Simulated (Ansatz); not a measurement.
# WS2 monolayer (2H): modes against uniaxial strain along a, the zigzag direction, with the width clamped, part 2 of 2

Wanted: the shifts of the zone-centre modes of WS2 monolayer (2H) with strain.

Ansatz 0.2.0; DFT PBEsol, scalar-relativistic, plane waves, PAW; PAW set soft_1.

So far. Step 3 (Tight relaxation): The largest force component left is 0.060 meV/Å, within the tolerances set.

**4. Zone-centre response at rest**

The force constants come from the linear response of the density to a displacement.

The modes at rest are the reference of the series.

input.yaml reads:

```yaml
crystal:
  lattice:
    - [3.1458467052, 0.0, 0.0]
    - [-1.5729233526, 2.7243831631, 0.0]
    - [0.0, 0.0, 30.0]
  atoms:
    - { symbol: W, position: [0.3333333333, 0.6666666667, 0.3333333333] }
    - { symbol: S, position: [0.6666666667, 0.3333333333, 0.3855621539] }
    - { symbol: S, position: [0.6666666667, 0.3333333333, 0.2811045128] }
  periodic: [true, true, false]
kpoints:
  mp_grid: { grid: [12, 12, 1] }
hamiltonian:
  xc: pbesol
  pseudopotentials: { kind: paw, azcp: { folder: soft_1 }, xc_functional: pbe }
scf:
  occupations: { method: fixed }
output:
  eigenvalues: true
phonons:
  method: dfpt
```

On the command line:

```console
$ ansatz run input.yaml --threads 4 --pin off --max-ram 16384MiB --backend cpu --events-out ev --progress --plain --runs-dir out
```

Numbers of over 12 decimals in the logs are rounded to 6 here.

Output:

```text
[...]
Crystal: 3 atoms, lattice volume = 257.115 Å³
Basis set: ecut = 420 eV, 4961 PW (Γ), exchange–correlation on 48×48×432 points (8 copies of the dense FFT grid, shifted against one another)
Bands: 17, of which v1, the nominal top of the filled ones, is band 13 counted from 1 (12 counted from 0)
Symmetry: 12 space group operations
k-points: 43 of 144 (irreducible under 2 space group operations, time reversal used)
[...]
SCF iter   1: F=—  HF=-12030.505340 eV  |F-HF|=—  |Δ(HF+E_count)|=         —  Δρ=2.05e-2  dr2=1.27e0  ethr=3.10e-3  ⟨swp⟩=7.6  Hψ=5333  notcnv=0  defer=68
[...]
SCF iter  10: F=-12030.069990 eV  HF=-12030.069990 eV  |F-HF|=7.28e-12  |Δ(HF+E_count)|=  1.89e-10  Δρ=5.64e-8  dr2=6.44e-12  ethr=1.00e-12  ⟨swp⟩=23.2  Hψ=9699  notcnv=0
SCF 1 converged in 10 iterations: F = -12030.069990 eV  dr2 = 6.44e-12
[...]
DFPT response loops at Γ: preconditioner auto → none (the input reference at scf.mixing.eps_inf says where Resta's filter doesn't serve); β = 0.50; Broyden in place of MSR1
SCF converged after 10 iterations
Free energy (F): -12030.069990 eV
[...]
Internal energy: -12030.069990 eV  (E = F + TS)
E sigma→0 (E₀):  -12030.069990 eV
Fermi energy:    -5.738570 eV
[...]
--- Band table (eV; the first three rows and the last of 43) ---
  k-point 0: bands = [... 9 lower, -7.9207, -7.3086, -7.3086, -5.8639, -2.7482, -2.7482, -2.5709, -2.5709]
  k-point 1: bands = [... 9 lower, -8.3144, -7.4980, -7.1240, -5.9129, -2.8838, -2.8591, -2.6816, -2.5243]
  k-point 2: bands = [... 9 lower, -8.1450, -7.9376, -7.1265, -6.1594, -3.3429, -2.9193, -2.8542, -2.0140]
  k-point 42: bands = [... 9 lower, -9.3551, -9.1162, -7.6562, -6.3483, -3.2456, -2.3021, -2.2781, -0.4687]
--- Phonons (Γ-DFPT): 4 representative perturbations + reference, on 43 of 144 k-points (Σ response iterations 17) ---
  k mesh reduced under 2 symmetry operations, with k and −k counted as one. Each operation leaves every solved perturbation unchanged. A smaller set is not used because it would not reduce the number of displacements times k-points to solve
  ASR residual: 7.087e-5 → 0.000e0 eV/Å²; symmetrization residual: 1.246e-5 eV/Å²
  ASR residual per site (eV/Å²): 7.09e-5 4.12e-5 4.12e-5
  Γ frequencies (cm⁻¹): 0.00 0.00 0.00 295.32 295.32 355.58 355.58 416.22 437.89
  non-analytic LO–TO correction: not included (Born effective charges unavailable; polar crystals: no LO–TO splitting at Γ)
```

The job ended after 28 s (4 threads of Arm Neoverse V2, shared host; peak memory 1 GiB; 1.8 min of CPU time).

In the SCF lines HF is the Harris–Foulkes energy and dr2 the Hartree energy of the density residual, in eV; the loop may stop once dr2 is under the threshold and the program's other checks hold. Hψ counts applications of the Hamiltonian.

This step gave:

* sum-rule residual before enforcement: 7.09e-5 eV/Å²
* point group: -6m2
* highest optical mode at the zone centre (no LO-TO term): 437.9 cm⁻¹
* lowest optical zone-centre mode: 295.3 cm⁻¹

Without the LO-TO term. Patterns of degenerate modes are one choice out of their space. The modes at Γ (shares of kinetic energy by element, %):

| mode | frequency (cm⁻¹) | symmetry | W % | S % |
| --- | --- | --- | --- | --- |
| 1 | 0.0 | acoustic | 74 | 26 |
| 2 | 0.0 | acoustic | 74 | 26 |
| 3 | 0.0 | acoustic | 74 | 26 |
| 4 | 295.3 | E'' | 0 | 100 |
| 5 | 295.3 | E'' | 0 | 100 |
| 6 | 355.6 | E' | 26 | 74 |
| 7 | 355.6 | E' | 26 | 74 |
| 8 | 416.2 | A1' | 0 | 100 |
| 9 | 437.9 | A2'' | 26 | 74 |

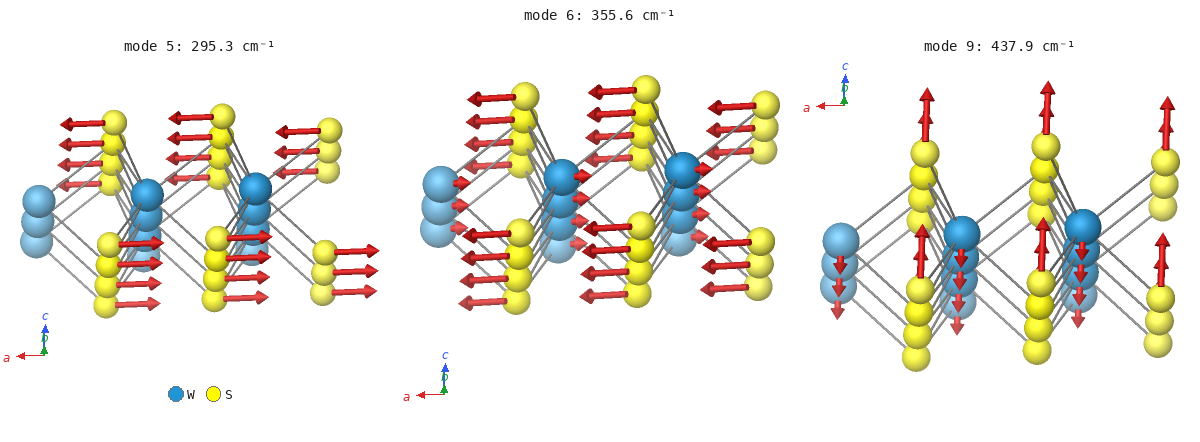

Displacement patterns of modes 5, 6 and 9 at Γ; arrows are exaggerated. 2×3×1 cells are drawn. Some periodic images of atoms are drawn too.

Before it was imposed, the acoustic sum rule was missed by 7.1e-5 eV/Å². Small misses are needed for a sound result but don't prove that mesh and cutoff are converged. The lowest optical mode is real, 295 cm⁻¹.

**5. A member of the series: uniaxial strain of +5 % along a, the zigzag direction, with the width clamped**

The cell takes a uniaxial strain of +5 % along a, the zigzag direction, with the width clamped. The cell is held, and the atoms relax in it.

input.yaml, the sections that differ from step 4:

```yaml
crystal:
  lattice:
    - [3.3031390406, 0.0, 0.0]
    - [-1.6515695203, 2.7243831631, 0.0]
    - [0.0, 0.0, 30.0]
  atoms:
    - { symbol: W, position: [0.3316988488, 0.6633976975, 0.3333333333] }
    - { symbol: S, position: [0.6674839089, 0.3349678177, 0.3848037446] }
    - { symbol: S, position: [0.6674839089, 0.3349678177, 0.2818629221] }
  periodic: [true, true, false]
output:
  forces: true
  stress: true
  eigenvalues: true
relax:
  adjacent_minimum: "off"
  f_tol: 0.001
  max_steps: 60
# kpoints, hamiltonian, scf: as in step 4
# phonons: removed
```

Output:

```text
[...]
--- Relaxed structure (5 steps of the walk, 5 accepted, 0 SCFs on fresh bases) ---
  F+E_penalty+E_count = -12029.97931830 eV   max|allowed force component| = 9.536e-6 eV/Å
  cell:  # Å, volume = 269.9705 Å³
    - [3.3031390406, 0.0, 0.0]
    - [-1.6515695203, 2.7243831631, 0.0]
    - [0.0, 0.0, 30.0]
  atoms:
    - { symbol: W, position: [0.331288, 0.662576, 0.333333] }
    - { symbol: S, position: [0.667689, 0.335379, 0.384617] }
    - { symbol: S, position: [0.667689, 0.335379, 0.282049] }
[key lines of the parts left out:]
SCF converged after 4 iterations
Free energy (F): -12029.979318 eV
Fermi energy:    -5.658314 eV
P = ½ c Tr σ = -4.0001 N/m
```

Elapsed: 25 s, on 4 threads; peak memory 0.61 GiB; 96 s of CPU time.

Relaxation path:

| step | energy less that of the first step (eV) | largest force component (eV/Å) |
| --- | --- | --- |
| 1 | 0.0000 | 0.1085 |
| 2 | -0.0005 | 0.0705 |
| 3 | -0.0007 | 0.0039 |
| 4 | -0.0007 | 0.0016 |
| 5 | -0.0007 | 0.0000 |

The run keeps the 4 symmetry operations that it works with, so distortions that break them were not tested.

The relaxed structure:

```cif
data_structure
_symmetry_space_group_name_H-M 'P 1'
_symmetry_Int_Tables_number 1
_cell_length_a 3.3031
_cell_length_b 3.1859
_cell_length_c 30.0000
_cell_angle_alpha 90.000
_cell_angle_beta 90.000
_cell_angle_gamma 121.225
_cell_volume 269.97
loop_
_atom_site_label
_atom_site_type_symbol
_atom_site_fract_x
_atom_site_fract_y
_atom_site_fract_z
_atom_site_occupancy
W1 W 0.33129 0.66258 0.33333 1
S2 S 0.66769 0.33538 0.38462 1
S3 S 0.66769 0.33538 0.28205 1
```

Numbers from this step:

| Quantity | Value |
| --- | --- |
| gap on the k-mesh | 1.405 eV |
| area per atom | 3 Å² |

The largest force component left is 0.0091 meV/Å.

**6. Zone-centre modes of the member: uniaxial strain of +5 % along a, the zigzag direction, with the width clamped**

The zone-centre modes follow for uniaxial strain of +5 % along a, the zigzag direction, with the width clamped.

input.yaml, the sections that differ from step 5:

```yaml
crystal:
  lattice:
    - [3.3031390406, 0.0, 0.0]
    - [-1.6515695203, 2.7243831631, 0.0]
    - [0.0, 0.0, 30.0]
  atoms:
    - { symbol: W, position: [0.3312880557, 0.6625761114, 0.3333333333] }
    - { symbol: S, position: [0.6676893054, 0.3353786108, 0.3846174879] }
    - { symbol: S, position: [0.6676893054, 0.3353786108, 0.2820491788] }
  periodic: [true, true, false]
output:
  eigenvalues: true
phonons:
  method: dfpt
# kpoints, hamiltonian, scf: as in step 5
# relax: removed
```

Output:

```text
zone centre: on kpoints.mp_grid the ground state, and the responses unless they are solved on pairs of k-points, stand on 43 of the mesh's 144 k-points, reduced under 2 symmetry operations, with k and −k counted as one. Each operation leaves every solved displacement unchanged or reverses it
[...]
Crystal: 3 atoms, lattice volume = 269.970 Å³
Basis set: ecut = 420 eV, 5313 PW (Γ), exchange–correlation on 48×48×432 points (8 copies of the dense FFT grid, shifted against one another)
Bands: 17, of which v1, the nominal top of the filled ones, is band 13 counted from 1 (12 counted from 0)
Symmetry: 4 space group operations
k-points: 43 of 144 (irreducible under 2 space group operations, time reversal used)
[...]
SCF iter   1: F=—  HF=-12030.400237 eV  |F-HF|=—  |Δ(HF+E_count)|=         —  Δρ=2.06e-2  dr2=1.27e0  ethr=3.10e-3  ⟨swp⟩=7.8  Hψ=5309  notcnv=0  defer=67
[...]
SCF iter  11: F=-12029.979318 eV  HF=-12029.979318 eV  |F-HF|=7.28e-12  |Δ(HF+E_count)|=  3.82e-11  Δρ=4.17e-8  dr2=3.63e-12  ethr=1.00e-12  ⟨swp⟩=20.3  Hψ=9489  notcnv=0
SCF 1 converged in 11 iterations: F = -12029.979318 eV  dr2 = 3.63e-12
[...]
SCF converged after 11 iterations
Free energy (F): -12029.979318 eV
[...]
Internal energy: -12029.979318 eV  (E = F + TS)
E sigma→0 (E₀):  -12029.979318 eV
Fermi energy:    -5.658308 eV
[...]
--- Band table (eV; the first three rows and the last of 43) ---
  k-point 0: bands = [... 9 lower, -7.7452, -7.7401, -7.4063, -5.6583, -3.1407, -2.9939, -2.8847, -2.5343]
  k-point 1: bands = [... 9 lower, -8.1963, -7.9350, -7.1231, -5.7199, -3.1051, -3.0447, -2.9047, -2.7911]
  k-point 2: bands = [... 9 lower, -8.6704, -8.3854, -7.0568, -5.9879, -3.3398, -3.1937, -3.1150, -2.3665]
  k-point 42: bands = [... 9 lower, -9.2460, -9.1738, -7.6471, -6.3052, -3.6055, -2.9288, -2.2642, -0.7570]
[...]
ASR residual: 7.269e-5 → 0.000e0 eV/Å²; symmetrization residual: 8.121e-6 eV/Å²
  ASR residual per site (eV/Å²): 7.27e-5 2.06e-5 2.06e-5
  Γ frequencies (cm⁻¹): 0.00 0.00 0.00 284.36 290.93 337.99 349.52 413.32 425.46
[...]
```

Elapsed: 38 s, on 4 threads; peak memory 1 GiB; 2.4 min of CPU time.

Numbers from this step:

* sum-rule residual before enforcement: 7.27e-5 eV/Å²
* point group: mm2
* highest optical mode at the zone centre (no LO-TO term): 425.5 cm⁻¹
* lowest optical zone-centre mode: 284.4 cm⁻¹

Without the LO-TO term. Patterns of degenerate modes are one choice out of their space. The modes at Γ (shares of kinetic energy by element, %):

| mode | frequency (cm⁻¹) | symmetry | W % | S % |
| --- | --- | --- | --- | --- |
| 1 | 0.0 | acoustic | 74 | 26 |
| 2 | 0.0 | acoustic | 74 | 26 |
| 3 | 0.0 | acoustic | 74 | 26 |
| 4 | 284.4 | A2 | 0 | 100 |
| 5 | 290.9 | B1 | 0 | 100 |
| 6 | 338.0 | B2 | 26 | 74 |
| 7 | 349.5 | A1 | 25 | 75 |
| 8 | 413.3 | A1 | 1 | 99 |
| 9 | 425.5 | B1 | 26 | 74 |

The lowest optical mode is real, 284 cm⁻¹, and the highest lies at 425.5 cm⁻¹.

Between step 4 and this run (strain 5 %) the value for the highest optical mode at the zone centre (no LO-TO term) moves from 438 cm⁻¹ to 425 cm⁻¹ (-3 %).

**7. A member of the series: uniaxial strain of -3 % along a, the zigzag direction, with the width clamped**

The cell takes a uniaxial strain of -3 % along a, the zigzag direction, with the width clamped. The cell is held, and the atoms relax in it.

input.yaml, the sections that differ from step 6:

```yaml
crystal:
  lattice:
    - [3.0514713039, 0.0, 0.0]
    - [-1.525735652, 2.7243831631, 0.0]
    - [0.0, 0.0, 30.0]
  atoms:
    - { symbol: W, position: [0.3341460918, 0.6682921836, 0.3333333333] }
    - { symbol: S, position: [0.6662602874, 0.3325205749, 0.385948748] }
    - { symbol: S, position: [0.6662602874, 0.3325205749, 0.2807179187] }
  periodic: [true, true, false]
output:
  forces: true
  stress: true
  eigenvalues: true
relax:
  adjacent_minimum: "off"
  f_tol: 0.001
  max_steps: 60
# kpoints, hamiltonian, scf: as in step 6
# phonons: removed
```

Output:

```text
[...]
Crystal: 3 atoms, lattice volume = 249.401 Å³
Basis set: ecut = 420 eV, 4845 PW (Γ), exchange–correlation on 48×48×432 points (8 copies of the dense FFT grid, shifted against one another)
Bands: 17, of which v1, the nominal top of the filled ones, is band 13 counted from 1 (12 counted from 0)
Symmetry: 4 space group operations
[...]
--- Relaxed structure (5 steps of the walk, 5 accepted, 0 SCFs on fresh bases) ---
  F+E_penalty+E_count = -12030.02959592 eV   max|allowed force component| = 8.453e-6 eV/Å
  cell:  # Å, volume = 249.4013 Å³
    - [3.0514713039, 2.800155931402412e-11, 0.0]
    - [-1.525735651975, 2.724383, 0.0]
    - [0.0, 0.0, 30.0]
  atoms:
    - { symbol: W, position: [0.334550, 0.669101, 0.333333] }
    - { symbol: S, position: [0.666058, 0.332116, 0.386144] }
    - { symbol: S, position: [0.666058, 0.332116, 0.280523] }
[key lines of the parts left out:]
SCF converged after 4 iterations
Free energy (F): -12030.029596 eV
Fermi energy:    -5.668820 eV
P = ½ c Tr σ = 3.0843 N/m
```

Wall time 24 s (4 threads); peak memory 0.6 GiB.

Relaxation path:

| step | energy less that of the first step (eV) | largest force component (eV/Å) |
| --- | --- | --- |
| 1 | 0.0000 | 0.1233 |
| 2 | -0.0007 | 0.0513 |
| 3 | -0.0009 | 0.0026 |
| 4 | -0.0009 | 0.0012 |
| 5 | -0.0009 | 0.0000 |

The run keeps the 4 symmetry operations that it works with, so distortions that break them were not tested.

Final coordinates:

```
W S
1.0
     3.05147    0.00000    0.00000
    -1.52574    2.72438    0.00000
     0.00000    0.00000   30.00000
W S
1 2
Cartesian
  0.0000 1.8229 10.0000
  1.5257 0.9048 11.5843
  1.5257 0.9048 8.4157
```

Numbers from this step:

```yaml
gap_on_the_k_mesh: 1.898 eV
area_per_atom: 2.771 Å²
```

The largest force component left is 0.0080 meV/Å.

**8. Modes of this member: uniaxial strain of -3 % along a, the zigzag direction, with the width clamped**

The zone-centre modes follow for uniaxial strain of -3 % along a, the zigzag direction, with the width clamped.

input.yaml, the sections that differ from step 7:

```yaml
crystal:
  lattice:
    - [3.0514713039, 0.0, 0.0]
    - [-1.525735652, 2.7243831631, 0.0]
    - [0.0, 0.0, 30.0]
  atoms:
    - { symbol: W, position: [0.3345503758, 0.6691007515, 0.3333333333] }
    - { symbol: S, position: [0.6660581455, 0.3321162909, 0.3861437375] }
    - { symbol: S, position: [0.6660581455, 0.3321162909, 0.2805229292] }
  periodic: [true, true, false]
output:
  eigenvalues: true
phonons:
  method: dfpt
# kpoints, hamiltonian, scf: as in step 7
# relax: removed
```

Output:

```text
[...]
Crystal: 3 atoms, lattice volume = 249.401 Å³
Basis set: ecut = 420 eV, 4845 PW (Γ), exchange–correlation on 48×48×432 points (8 copies of the dense FFT grid, shifted against one another)
Bands: 17, of which v1, the nominal top of the filled ones, is band 13 counted from 1 (12 counted from 0)
Symmetry: 4 space group operations
k-points: 43 of 144 (irreducible under 2 space group operations, time reversal used)
[...]
k-point 2: bands = [... 9 lower, -7.7607, -7.5928, -7.1672, -6.2945, -3.4491, -2.6878, -2.6155, -1.7520]
  k-point 42: bands = [... 9 lower, -9.4602, -9.0207, -7.6481, -6.3793, -3.1829, -2.3331, -1.6644, -0.3404]
[...]
ASR residual: 1.108e-4 → 0.000e0 eV/Å²; symmetrization residual: 7.543e-6 eV/Å²
  ASR residual per site (eV/Å²): 1.11e-4 2.50e-5 2.50e-5
  Γ frequencies (cm⁻¹): 0.00 0.00 0.00 295.52 300.76 356.57 363.89 418.97 444.64
[...]
[key lines of the parts left out:]
SCF converged after 11 iterations
Free energy (F): -12030.029596 eV
Fermi energy:    -5.668825 eV
```

The job ended after 35 s (4 threads; peak memory 1 GiB).

Numbers from this step:

| Item | Value |
| --- | --- |
| sum-rule residual before enforcement | 1.11e-4 eV/Å² |
| highest optical mode at the zone centre (no LO-TO term) | 444.6 cm⁻¹ |
| lowest optical zone-centre mode | 295.5 cm⁻¹ |

Without the LO-TO term. Patterns of degenerate modes are one choice out of their space. Modes at Γ, with each element's share of the kinetic energy:

| mode | frequency (cm⁻¹) | symmetry | W % | S % |
| --- | --- | --- | --- | --- |
| 1 | 0.0 | acoustic | 74 | 26 |
| 2 | 0.0 | acoustic | 74 | 26 |
| 3 | 0.0 | acoustic | 74 | 26 |
| 4 | 295.5 | B1 | 0 | 100 |
| 5 | 300.8 | A2 | 0 | 100 |
| 6 | 356.6 | A1 | 26 | 74 |
| 7 | 363.9 | B2 | 26 | 74 |
| 8 | 419.0 | A1 | 0 | 100 |
| 9 | 444.6 | B1 | 26 | 74 |

The lowest optical mode is real, 296 cm⁻¹, and the highest lies at 444.6 cm⁻¹.

**9. All members side by side**

The members are set side by side, also those not shown above.

Energies are extrapolated to zero smearing, and E0 is that at rest; the cell is clamped and the atoms are relaxed. State of the crystal along the series:

| strain (%) | E - E0 (meV/atom) | gap on mesh (eV) |
| --- | --- | --- |
| -3 | 13.46 | 1.898 |
| -2 | 5.82 | 1.942 |
| -1 | 1.417 | 1.983 |
| 0 | 0 | 1.937 |
| 1 | 1.344 | 1.864 |
| 2 | 5.226 | 1.784 |
| 3 | 11.45 | 1.652 |
| 4 | 19.84 | 1.526 |
| 5 | 30.22 | 1.405 |

Optical modes are counted from below at rest and tracked from member to member by their patterns, and modes that stay within 0.3 cm⁻¹ of each other stand once; labels, where given, are those at rest, then, where named, those of the strained cell; the cell is clamped and the atoms are relaxed. Optical modes along the series:

| strain (%) | optical mode 1 E'' to A2 single part (cm⁻¹) | optical mode 2 E'' single part (cm⁻¹) | optical mode 3 E' single part (cm⁻¹) | optical mode 4 E' to A1 single part (cm⁻¹) | optical mode 5 A1' to A1 (cm⁻¹) | optical mode 6 A2'' (cm⁻¹) |
| --- | --- | --- | --- | --- | --- | --- |
| -3 | 300.8 | 295.5 | 363.9 | 356.6 | 419 | 444.6 |
| -2 | 299.1 | 295.6 | 361.3 | 356.5 | 418 | 442.5 |
| -1 | 297.2 | 295.6 | 358.6 | 356.1 | 417.1 | 440.2 |
| 0 | 295.3 | 295.3 | 355.6 | 355.6 | 416.2 | 437.9 |
| 1 | 293.3 | 294.9 | 352.4 | 354.8 | 415.5 | 435.5 |
| 2 | 291.2 | 294.2 | 349.1 | 353.8 | 414.8 | 433.1 |
| 3 | 289 | 293.3 | 345.5 | 352.6 | 414.2 | 430.6 |
| 4 | 286.7 | 292.2 | 341.8 | 351.2 | 413.7 | 428 |
| 5 | 284.4 | 290.9 | 338 | 349.5 | 413.3 | 425.5 |

Value and slope at zero strain of a cubic (a lower polynomial where under five rows exist) through the rows within 2 % of rest. Slopes at rest:

| mode | frequency (cm⁻¹) | shift per percent of strain (cm⁻¹) |
| --- | --- | --- |
| optical mode 1 E'' to A2 single part | 295.3 | -1.97 |
| optical mode 2 E'' single part | 295.3 | -0.36 |
| optical mode 3 E' single part | 355.6 | -3.07 |
| optical mode 4 E' to A1 single part | 355.6 | -0.66 |
| optical mode 5 A1' to A1 | 416.2 | -0.8 |
| optical mode 6 A2'' | 437.9 | -2.36 |

**10. What came out**

- members: 9
- highest optical mode at the zone centre (no LO-TO term), at rest: 437.9 cm⁻¹
- optical mode 3 E' single part, shift per percent: -3.07 cm⁻¹
- optical mode 4 E' to A1 single part, shift per percent: -0.66 cm⁻¹
- optical mode 5 A1' to A1, shift per percent: -0.80 cm⁻¹
- optical mode 6 A2'', shift per percent: -2.36 cm⁻¹

The strain lowers the symmetry: the level at 355.6 cm⁻¹ splits, into 338.0 and 349.5 cm⁻¹ at +5 %. Within 2 % of rest optical mode 2 E'' single part and optical mode 4 E' to A1 single part bend away from a straight line, so a single slope holds only near rest. The fastest shift in the table of slopes is -3.1 cm⁻¹ for each percent (optical mode 3 E' single part). The width is clamped, so the contraction across the strain that a free sheet shows is left out. These are harmonic frequencies at zero temperature: anharmonic shifts, linewidths and thermal expansion are left out. Spin-orbit coupling is left out, which can matter for the heavy elements here. The starting cell was built on a prototype and not taken from a measurement. The PAW files were made for PBE; the program adapts parts of them to the functional of the run, but their partial waves stay those of PBE, an approximation that was not tested in this session. Only the zone centre was solved, so an instability at another wavevector cannot show here. In a sheet the LO-TO splitting vanishes at the zone centre, so no such term is missing here.

[Logs are printed without paths, hosts, clocks, repeated set-up lines and the standing remarks that a program may print on its own settings, such as how far it seeks lower states.]

[Hosts, paths, dates, database ids (printed as entryN), source tags and the programs' standing remarks are cut or masked in the printed files.]
